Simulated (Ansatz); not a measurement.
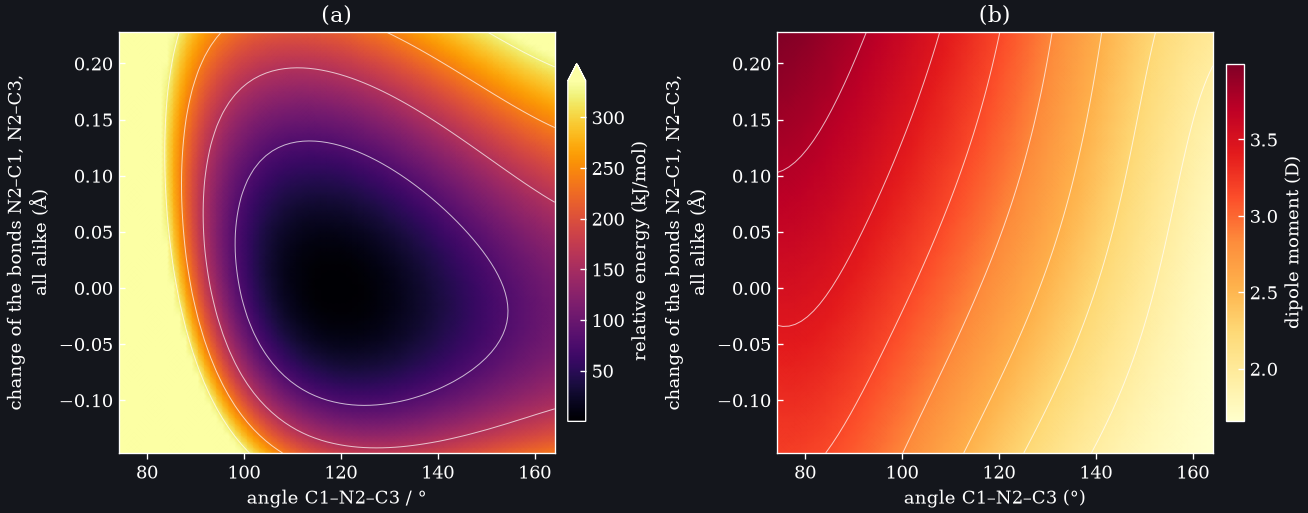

C3H7NSe, SMILES C=NC[Se]C. 
- First axis: angle C1–N2–C3. Second axis: change of the bonds N2–C1, N2–C3, all alike.
- Nothing is relaxed (all other coordinates rigid).
- The grid has 11 × 11 points.
- Points are written as (first, second).
- Energies: kJ/mol, counted from the relaxed molecule at the same level.
- Computed with RHF/def2-SVP in Ansatz 0.2.0.

Panel (a) is the energy and panel (b) the computed dipole moment on the same grid.

The picture shows a smooth colour map with a few white contour lines, one colour for all values above the top of the scale. Between grid points the surface is interpolated.

Question: How does the dipole moment vary over the map, and what is it at the lowest grid point?

Answer: Leaving out the highest fifth of the energies, it runs from 1.66 D at (164.2°, −0.110 Å) to 3.77 D at (83.2°, 0.153 Å). At the lowest grid point, (119.2°, 0.003 Å), it is 2.78 D.

```csv
"second ↓, first →",74.2,83.2,92.2,101.2,110.2,119.2,128.2,137.2,146.2,155.2,164.2
0.228,4.00,3.90,3.76,3.59,3.40,3.18,2.93,2.67,2.41,2.18,2.02
0.190,3.92,3.84,3.70,3.53,3.34,3.13,2.89,2.63,2.37,2.13,1.93
0.153,3.85,3.77,3.63,3.47,3.28,3.07,2.84,2.58,2.32,2.08,1.87
0.115,3.78,3.70,3.57,3.40,3.21,3.01,2.78,2.53,2.27,2.03,1.81
0.078,3.70,3.63,3.50,3.33,3.15,2.94,2.71,2.47,2.22,1.98,1.77
0.040,3.62,3.56,3.42,3.26,3.07,2.86,2.64,2.40,2.16,1.93,1.73
0.003,3.53,3.48,3.35,3.18,2.99,2.78,2.56,2.33,2.10,1.89,1.70
−0.035,3.45,3.41,3.27,3.10,2.90,2.69,2.47,2.25,2.03,1.84,1.68
−0.072,3.36,3.33,3.19,3.01,2.81,2.60,2.38,2.17,1.97,1.80,1.67
−0.110,3.28,3.24,3.10,2.92,2.71,2.50,2.28,2.08,1.90,1.76,1.66
−0.147,3.21,3.16,3.02,2.83,2.61,2.39,2.18,1.99,1.83,1.72,1.66
```
